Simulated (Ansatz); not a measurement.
# Is Mo3AuN antiperovskite a stable metal?, part 2 of 2

The plan: relax Mo3AuN antiperovskite, check its phonons, and, if the lattice is stable, compute its Eliashberg function and ρ(T).

Ansatz 0.2.0; DFT PBEsol, scalar-relativistic, plane waves, PAW.

So far. Step 2 (Relaxation): The largest force is now zero by symmetry and the largest stress component 6.4e-4 GPa, small enough for phonons. The relaxed cell has a = 4.085 Å (conventional setting).

The structure was built from a prototype and need not be the compound's stable phase.

**3. Phonons: q 2×2×2, k 4×4×4**

Before any scattering is computed, the phonons show whether the structure is a minimum.

The input, input.yaml:

```yaml
crystal:
  lattice:
    - [4.0847064294, 0.0, 0.0]
    - [0.0, 4.0847064294, 0.0]
    - [0.0, 0.0, 4.0847064294]
  atoms:
    - { symbol: Au, position: [0.0, 0.0, 0.0] }
    - { symbol: Mo, position: [0.5, 0.5, 0.0] }
    - { symbol: Mo, position: [0.5, 0.0, 0.5] }
    - { symbol: Mo, position: [0.0, 0.5, 0.5] }
    - { symbol: "N", position: [0.5, 0.5, 0.5] }
kpoints:
  mp_grid: { grid: [4, 4, 4] }
hamiltonian:
  xc: pbesol
scf:
  occupations: { method: methfessel_paxton, width: 0.2 }
output:
  eigenvalues: true
phonons:
  method: dfpt
  qmesh: [2, 2, 2]
  temperatures: { t_max: 1000, t_step: 50 }
  qpath:
    path:
      - [[0.0, 0.0, 0.0], [0.0, 0.5, 0.0], [0.5, 0.5, 0.0], [0.0, 0.0, 0.0], [0.5, 0.5, 0.5], [0.0, 0.5, 0.0]]
      - [[0.5, 0.5, 0.5], [0.5, 0.5, 0.0]]
    npoints: 10
```

Started as:

```console
$ ansatz run input.yaml --threads 4 --pin off --max-ram 16384MiB --backend cpu --events-out ev --progress --plain --runs-dir out
```

Numbers of over 12 decimals in the logs are rounded to 6 here.

Log:

```text
[...]
Crystal: 5 atoms, lattice volume = 68.153 Å³
Basis set: ecut = 420 eV, 1357 PW (Γ), exchange–correlation on 60×60×60 points (8 copies of the dense FFT grid, shifted against one another)
Bands: 40, of which v1, the nominal top of the filled ones, is band 33 counted from 1 (32 counted from 0)
Symmetry: 48 space group operations
k-points: 10 of 64
[...]
SCF iter   1: F=—  HF=-28078.912820 eV  |F-HF|=—  |Δ(HF+E_count)|=         —  Δρ=1.07e-2  dr2=6.17e-2  ethr=1.77e-3  ⟨swp⟩=4.9  Hψ=1346  notcnv=0
[...]
SCF iter  10: F=-28078.898395 eV  HF=-28078.898395 eV  |F-HF|=7.28e-12  |Δ(HF+E_count)|=  3.64e-12  S|Δr|=    0.00e0  Δρ=2.73e-8  dr2=4.90e-13  ethr=1.00e-12  ⟨swp⟩=8.4  Hψ=1740  notcnv=0
SCF 1 converged in 10 iterations: F = -28078.898395 eV  dr2 = 4.90e-13
[...]
SCF iter   1: F=—  HF=-28078.898401 eV  |F-HF|=—  |Δ(HF+E_count)|=         —  Δρ=1.24e-6  dr2=1.08e-9  ethr=5.32e-8  ⟨swp⟩=3.3  Hψ=2428  notcnv=0
eigensolver tolerance schedule: the retry pair's looser diagonalisation over-reported the residual by 32432.37 of it (diagonalisation noise at 1.26 of the residual, at the tolerance the schedule requests for it); recorded, not acted on — ethr = c·dr2/N_el stays at c = 1.0e-1
[...]
SCF iter   2: F=—  HF=-28078.898395 eV  |F-HF|=—  |Δ(HF+E_count)|=   5.48e-6  S|Δr|=    0.00e0  Δρ=6.99e-7  dr2=3.09e-10  ethr=1.64e-12  ⟨swp⟩=3.8  Hψ=1019  notcnv=0
[...]
SCF iter   6: F=-28078.898395 eV  HF=-28078.898395 eV  |F-HF|=7.28e-12  |Δ(HF+E_count)|=  7.28e-12  S|Δr|=    0.00e0  Δρ=1.16e-7  dr2=9.39e-12  ethr=1.00e-12  ⟨swp⟩=1.0  Hψ=840  notcnv=0
SCF 2 converged in 6 iterations: F = -28078.898395 eV  dr2 = 9.39e-12
phonons: the bands overlap, so this run is a metal and interpolates without the dipole-dipole term. If the crystal is really an insulator or semiconductor, its LO-TO splitting is missing
NSCF: frozen V_eff on 10 k-points
[...]
DFPT response loops at q = (0, 0, 0) (fractional): preconditioner auto → Kerker (q_TF=auto, 2.714 Å⁻¹) (partly filled bands, converged f_vac=0.000); β = 1.00, the filter's whole step (`scf.mixing.beta` (0.50) is not read by the response loops under this deck's `scf.mixing.preconditioner`; to damp them name `kerker` or `kerker_dos`, under which they read `scf.mixing.beta`, and type it under 1.00, their step now; both keys bind the ground state too); Broyden in place of MSR1
[...]
SCF converged after 10 iterations
Stability not checked: this state was not tested for a lower state beside it, because cold or Methfessel-Paxton smearing, or corrected tetrahedra, fill the levels in a way that the test cannot read (fill_not_monotonic; see scf.lower_state_search)
Free energy (F): -28078.898395 eV
[...]
Internal energy: -28078.899877 eV  (E = F + TS)
E sigma→0 (E₀):  -28078.898766 eV
Entropy (-TS):   0.001481 eV (0.296 meV/atom)
Fermi energy:    20.966478 eV
[...]
--- Band table (eV; the first three rows and the last of 10) ---
  k-point 0: bands = [... 29 lower, 19.8593, 19.8593, 22.1330, 22.1330, 22.4086, 22.4086, 22.4086, 24.0157, ... 3 higher]
  k-point 1: bands = [... 29 lower, 18.9757, 20.1206, 21.1364, 21.1364, 21.1636, 21.9872, 22.2823, 23.1584, ... 3 higher]
  k-point 2: bands = [... 29 lower, 18.0399, 20.2374, 20.7465, 21.1806, 21.1806, 21.4797, 22.1772, 22.2456, ... 3 higher]
  k-point 9: bands = [... 29 lower, 20.7552, 20.7552, 20.7552, 20.9150, 20.9150, 20.9150, 22.6930, 22.6930, ... 3 higher]
--- Phonons (Γ-DFPT): 4 representative perturbations + reference (Σ response iterations 12) ---
  ASR residual: 5.577e-5 → 0.000e0 eV/Å²; symmetrization residual: 3.366e-6 eV/Å²
  ASR residual per site (eV/Å²): 3.80e-5 2.34e-5 2.34e-5 2.34e-5 5.58e-5
  Γ frequencies (cm⁻¹): -128.95 -128.95 -128.95 0.00 0.00 0.00 110.12 110.12 110.12 141.00 141.00 141.00 624.78 624.78 624.78
--- Phonons (arbitrary-q DFPT): 4 irreducible q on the 2×2×2 mesh ---
  q = [0.0000, 0.0000, 0.0000] (star 1, of the zone-centre solve; hermiticity 3.28e-7, symmetrization 2.16e-13): -128.95 -128.95 -128.95 -0.00 -0.00 0.00 110.12 110.12 110.12 141.00 141.00 141.00 624.78 624.78 624.78
  q = [0.0000, 0.0000, -0.5000] (star 3, 9 solved perturbations in 216 linear systems a pass and spin channel, the states on 27 of 64 k-point pairs; hermiticity 3.34e-7, symmetrization 1.71e-13): -76.38 -76.38 72.90 72.90 84.91 113.62 116.29 116.29 143.06 143.06 175.03 267.47 634.28 634.28 687.87
[...]
sum rule: each row above includes the acoustic sum rule's correction from the zone centre's row sums; it moved no ω² by more than (1.04 cm⁻¹)²
  mesh force constants: q→R imaginary residual 4.90e-18; ASR residual 5.577e-5 → 0.000e0 eV/Å²; symmetrization residual 1.776e-14 eV/Å²
  interpolated dispersion: 62 rows × 15 modes
  density of states and harmonic sums: on the 16×16×16 q-mesh, interpolated from the force constants of a 2×2×2 supercell (no non-analytic term)
  largest difference from the sums on the solved wave vectors: F 1.80e-1 eV, S 2.62e-4 and C_V 8.34e-5 eV/K
  zero-point energy: 0.212543 eV/cell   skipped modes (ω ≤ 0): 110, of them read as no rigid motion or as one in doubt: 107 (5.383e-1 modes/cell left out, lowest -128.95 cm⁻¹)   left out of the sums: 3.59e-2 of the cell's modes: C_V's classical limit lies that fraction below 3 k_B per atom; for a crystal, a wire or a layer, F and S can be off by more, and a phonons.interpolated_qmesh denser along its periods is the remedy for the sampling
```

It took 65 s on 4 threads of Arm Neoverse V1, shared host; peak memory 0.62 GiB.

This step gave:

```
share of imaginary modes in the plain interpolation between solved wavevectors : 0.0363
highest frequency, solved or plainly interpolated                              : 687.9 cm⁻¹
```

Solved on the 2×2×2 mesh alone; all other wavevectors are interpolated. Phonon branches along the path, in cm⁻¹:

```
    point  branch 1  branch 2  branch 3  branch 4  branch 12  branch 13  branch 14  branch 15
        Γ      -129      -129      -129         0        141        625        625        625
        X       -76       -76        73        73        268        634        634        688
        M        90        90        96       101        274        655        674        674
        Γ      -129      -129      -129         0        141        625        625        625
        R        45        45        45        65        292        661        661        661
        X       -76       -76        73        73        268        634        634        688
jump to R        45        45        45        65        292        661        661        661
        M        90        90        96       101        274        655        674        674
```

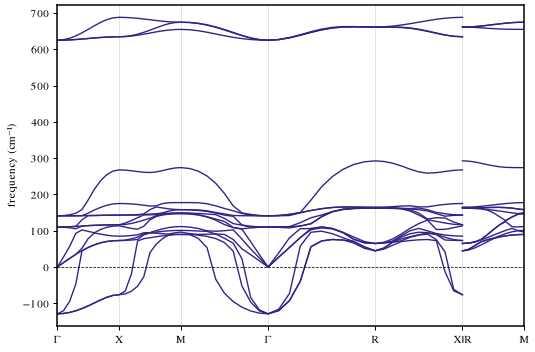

Phonon branches along the path.

Among the solved wavevectors the lowest mode, translations apart, is -129 cm⁻¹, imaginary.

**4. Phonons: q 2×2×2, k 6×6×6**

An imaginary mode on so few k-points may come from the sampling, so the phonons are repeated with another k mesh.

Changes to input.yaml since step 3:

```diff
@@ -12,3 +12,3 @@
 kpoints:
-  mp_grid: { grid: [4, 4, 4] }
+  mp_grid: { grid: [6, 6, 6] }
 hamiltonian:
```

The mesh is denser.

Log:

```text
[...]
Crystal: 5 atoms, lattice volume = 68.153 Å³
Basis set: ecut = 420 eV, 1357 PW (Γ), exchange–correlation on 60×60×60 points (8 copies of the dense FFT grid, shifted against one another)
Bands: 40, of which v1, the nominal top of the filled ones, is band 33 counted from 1 (32 counted from 0)
Symmetry: 48 space group operations
k-points: 20 of 216
[...]
SCF iter   1: F=—  HF=-28078.978375 eV  |F-HF|=—  |Δ(HF+E_count)|=         —  Δρ=1.07e-2  dr2=6.79e-2  ethr=1.77e-3  ⟨swp⟩=5.0  Hψ=2701  notcnv=0
[...]
SCF iter  10: F=-28078.964006 eV  HF=-28078.964006 eV  |F-HF|=1.46e-11  |Δ(HF+E_count)|=  7.28e-12  S|Δr|=    0.00e0  Δρ=2.42e-8  dr2=3.02e-13  ethr=1.00e-12  ⟨swp⟩=8.8  Hψ=3475  notcnv=0
SCF 1 converged in 10 iterations: F = -28078.964006 eV  dr2 = 3.02e-13
[...]
SCF iter   7: F=-28078.964006 eV  HF=-28078.964006 eV  |F-HF|=3.64e-12  |Δ(HF+E_count)|=  7.28e-12  S|Δr|=    0.00e0  Δρ=6.74e-8  dr2=2.69e-12  ethr=1.00e-12  ⟨swp⟩=2.0  Hψ=1463  notcnv=0
SCF 2 converged in 7 iterations: F = -28078.964006 eV  dr2 = 2.69e-12
[...]
SCF converged after 10 iterations
[...]
Free energy (F): -28078.964006 eV
[...]
Internal energy: -28078.962846 eV  (E = F + TS)
E sigma→0 (E₀):  -28078.963716 eV
Entropy (-TS):   -0.001160 eV (-0.232 meV/atom)
Fermi energy:    20.948644 eV
[...]
--- Band table (eV; the first three rows and the last of 20) ---
  k-point 0: bands = [... 29 lower, 19.8512, 19.8512, 22.1314, 22.1314, 22.4122, 22.4122, 22.4122, 24.0264, ... 3 higher]
  k-point 1: bands = [... 29 lower, 19.4981, 19.9666, 21.5678, 21.5678, 21.7389, 22.0661, 22.3454, 23.6130, ... 3 higher]
  k-point 2: bands = [... 29 lower, 18.2854, 20.3252, 20.6654, 20.9977, 20.9977, 21.8634, 22.2290, 22.6911, ... 3 higher]
  k-point 19: bands = [... 29 lower, 20.7528, 20.7528, 20.7528, 20.9087, 20.9087, 20.9087, 22.7011, 22.7011, ... 3 higher]
[...]
ASR residual: 5.656e-5 → 0.000e0 eV/Å²; symmetrization residual: 2.455e-6 eV/Å²
  ASR residual per site (eV/Å²): 2.45e-5 4.29e-5 4.29e-5 4.29e-5 5.66e-5
[...]
--- Phonons (arbitrary-q DFPT): 4 irreducible q on the 2×2×2 mesh ---
[...]
interpolated dispersion: 62 rows × 15 modes
[...]
```

The job ended after 2.3 min (4 threads; peak memory 0.83 GiB; 8.9 min of CPU time).

This step gave:

```yaml
share_of_imaginary_modes_in_the_plain_interpolation_between_solved_wavevectors: 0.0279
highest_frequency_solved_or_plainly_interpolated: 707.5 cm⁻¹
```

Solved on the 2×2×2 mesh alone; all other wavevectors are interpolated. Phonon branches along the path, in cm⁻¹:

```
    point  branch 1  branch 2  branch 3  branch 4  branch 12  branch 13  branch 14  branch 15
        Γ       -97       -97       -97         0        147        625        625        625
        X       -59       -59        74        74        268        636        636        708
        M        71        94        94       112        269        637        684        684
        Γ       -97       -97       -97         0        147        625        625        625
        R        71        71        71        96        282        692        692        692
        X       -59       -59        74        74        268        636        636        708
jump to R        71        71        71        96        282        692        692        692
        M        71        94        94       112        269        637        684        684
```

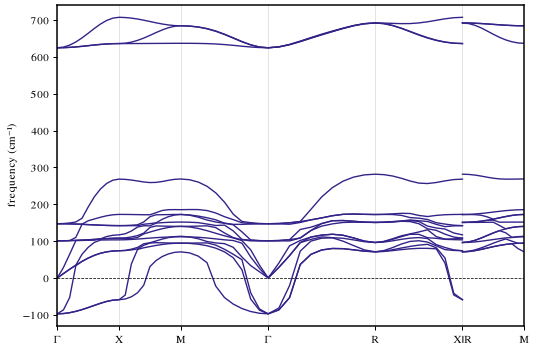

Phonon branches along the path.

The modes has structure finer than the step of the table below, so its rows give means over 50 cm⁻¹, whole bins alone (the curve runs from -107 to 737 cm⁻¹). Peaks (cm⁻¹: height): Au 83.9: 0.0505, 147.6: 0.0342; Mo 105.1: 0.106, 152.9: 0.0895, 259.2: 0.0247; N 641.7: 0.0472, 684.2: 0.046.

Phonopy on the run's constants, 13x13x13 mesh, Gaussian sigma 6.0 cm⁻¹. Table of modes by wavenumber; means over each step; values in 1/cm⁻¹/cell:

```
wavenumber (cm⁻¹)       Au       Mo        N
              -50   4.3e-4  0.00480   7.0e-4
                0   1.8e-4  0.00173   2.4e-4
               50  0.00761   0.0106   8.1e-4
              100   0.0325   0.0635  0.00122
              150   0.0189   0.0677  0.00106
              200   3.2e-4   0.0110   3.5e-4
              250   3.2e-6   0.0141   3.4e-4
              300        0   7.1e-4   8.8e-6
              350        0        0        0
              400        0        0        0
              450        0        0        0
              500        0        0        0
              550        0        0        0
              600        0   1.9e-4   9.6e-4
              650        0  0.00441   0.0345
              700        0   2.9e-4   0.0196
```

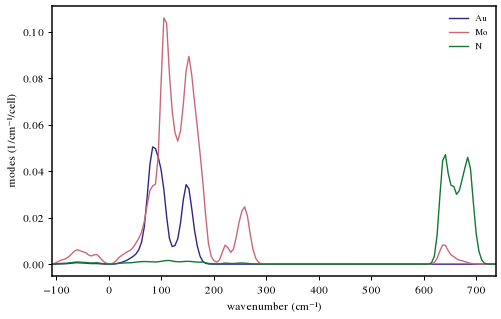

Modes, plotted against wavenumber.

No LO-TO term; unit eigenvectors of the mass-weighted matrix. The modes at Γ (shares of kinetic energy by element, %) (negative means imaginary):

```
mode  frequency (cm⁻¹)  symmetry  Au %  Mo %  N %
   1             -97.4       T1u     5    80   15
   2             -97.4       T1u     5    80   15
   3             -97.4       T1u     5    80   15
   4               0.0       T1u    39    58    3
   5               0.0       T1u    39    58    3
   6               0.0       T1u    39    58    3
   7             100.9       T2u     0   100    0
   8             100.9       T2u     0   100    0
   9             100.9       T2u     0   100    0
  10             147.2       T1u    55    45    0
  11             147.2       T1u    55    45    0
  12             147.2       T1u    55    45    0
  13             624.8       T1u     0    17   83
  14             624.8       T1u     0    17   83
  15             624.8       T1u     0    17   83
```

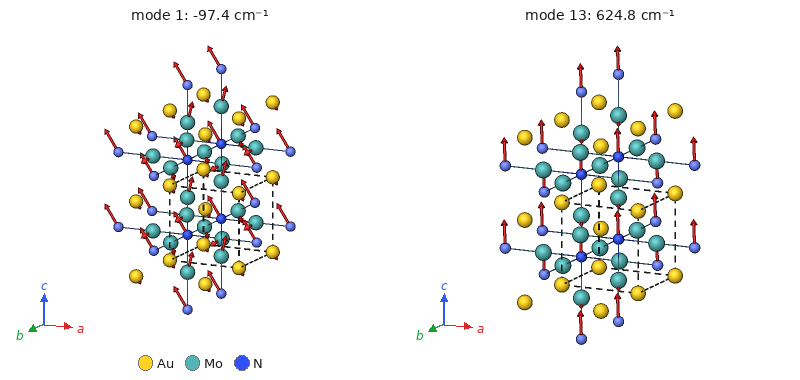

Displacement patterns of modes 1 and 13 at Γ; arrows are exaggerated. 1×2×2 cells are drawn. Some periodic images of atoms are drawn too.

Among the solved wavevectors the lowest mode, translations apart, is -97.4 cm⁻¹, imaginary.

**5. What came out**

```yaml
phonon_run_of_the_rows_without_a_label_of_their_own: PBEsol, q 2×2×2, k 6×6×6
softest_mode_on_the_q_mesh: -97.4 cm⁻¹ at q = (0, 0, 0)
highest_frequency_solved_or_plainly_interpolated: 708 cm⁻¹
```

**Reading.** The lattice is dynamically unstable at this level: a mode at q = (0, 0, 0) is imaginary, 97.4i cm⁻¹, so no harmonic coupling constant or resistivity is defined for this structure. These meshes are coarse, and single modes of a metal can move by tens of cm⁻¹ with the k mesh. Spin–orbit coupling, left out here, matters for Au. The phonon runs are not spin-polarised. The structure was built by hand as an ordered model, and its stability against other phases was not tested.

[Logs are printed without paths, hosts, clocks, repeated set-up lines and the standing remarks that a program may print on its own settings, such as how far it seeks lower states.]

[Hosts, paths, dates, database ids (printed as entryN), source tags and the programs' standing remarks are cut or masked in the printed files.]
